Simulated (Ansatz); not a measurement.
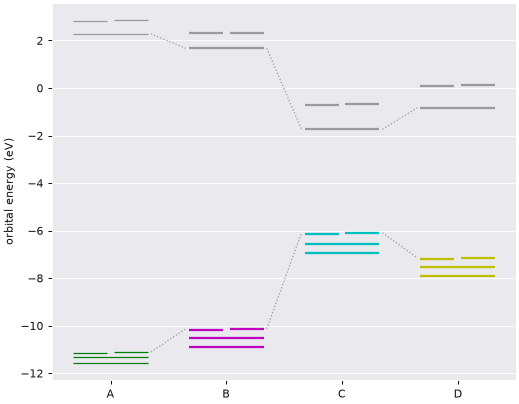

Frontier orbital energies of C₆H₁₄O₂Zn, SMILES CC(C)[O][Zn][O]C(C)C, singlet at one geometry, def2-TZVPP, the Ansatz code, at a PBE0-D4/def2-TZVP geometry (no frequency check). Empty levels are grey, levels within 0.1 eV stand side by side; all columns show the same few orbitals around the gap. Dotted lines join the HOMOs and the LUMOs.

**The columns come from B3LYP, HF, LC-wPBE and LDA (SPW92). Which is which?**

A: HF (HOMO −11.11, LUMO 2.28, separation 13.39 eV)
B: LC-wPBE (HOMO −10.13, LUMO 1.66, separation 11.80 eV)
C: LDA (SPW92) (HOMO −6.09, LUMO −1.74, separation 4.36 eV)
D: B3LYP (HOMO −7.15, LUMO −0.84, separation 6.31 eV)

Limits of at least one run: empty levels above zero depend strongly on the basis; no scalar relativity up to krypton; one conformer of a flexible molecule.
